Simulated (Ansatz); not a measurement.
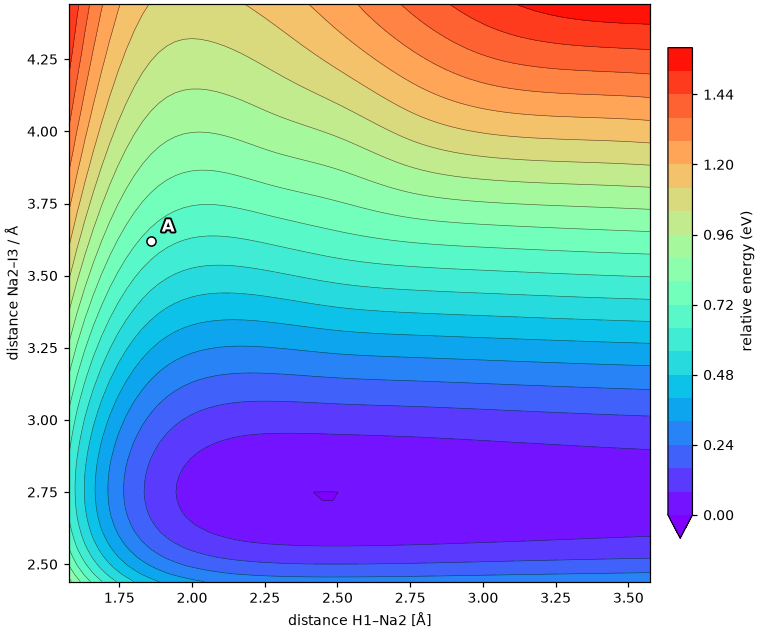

The system H + NaI, spin multiplicity 2. The first coordinate is: distance H1–Na2; the second: distance Na2–I3. Nothing is relaxed (the angle H1–Na2–I3 is fixed at 100 degrees). Grid: 10 × 10 points. Points are written as (first, second). Energies are in eV, from the lowest grid point. Level of theory: Ansatz 0.2.0, UKS PBE0-D4/def2-SVPD.

In the figure: filled contours, the point A. Between grid points the surface is interpolated.

Q: Which way does the force act at A, and how strong is it?

A: A, at (1.859 Å, 3.621 Å), is not a stationary point. The computed force is 0.66 eV for each Å towards larger values of distance H1–Na2 and 0.71 eV for each Å towards smaller values of distance Na2–I3.
